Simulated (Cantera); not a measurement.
A closed system holds: 1 mol SiH₂Cl₂, 0.81 mol Cl₂, 39 mol N₂, equilibrated at 0.0100 bar.

Cantera equilibrium calculation (NASA polynomials, part measured and part estimated; ideal gas, pure solids and liquids). Candidate condensed phases: NH₄Cl, Si, Si₃N₄; 28 gas species. N₂ is the only nitrogen source here; it is nearly inert below about 1500 K, so the nitride shown seldom forms there in practice. The tables' values for SiCl₃ are old estimates; treat these amounts as uncertain. Rates play no part.

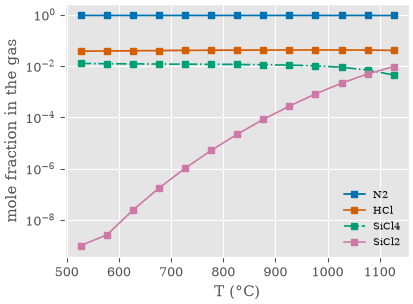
Fig. 1. Equilibrium gas composition (values under 1e-9 drawn at 1e-9)

From 527 °C to 1127 °C the condensed part is Si₃N₄(s). The main Si-bearing gas is SiCl₄ at 527 °C and SiCl₂ at 1127 °C.
